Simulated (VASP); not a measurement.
Band structure of Mg₂Ge (antifluorite). Method: modified Becke-Johnson potential (mBJ), VASP's PBE PAW potentials (set 64) (plane waves; VASP).

mBJ is a potential without an energy functional, so only the levels count.

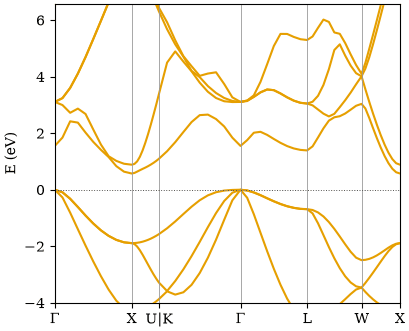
Figure. Bands along high-symmetry lines, zero at the valence-band maximum or, without a gap, the Fermi level

Task: Read the plot: is there a gap, and where are the band edges?

Result: The gap is indirect, 0.57 eV, from the valence maximum at Γ to the conduction minimum at X.

Measured: gap 0.74 eV (computed value off by -0.17 eV), as given by Byungki Ryu et al., Journal of the Korean Physical Society (2019), arXiv:1905.06140.

The compound is Mg2Ge in the antifluorite structure. It was relaxed first. The k-mesh is coarse (spacing up to 0.42 per Å, 2π included), so the numbers may not be converged in it. The cell's shape comes from a PBE relaxation.
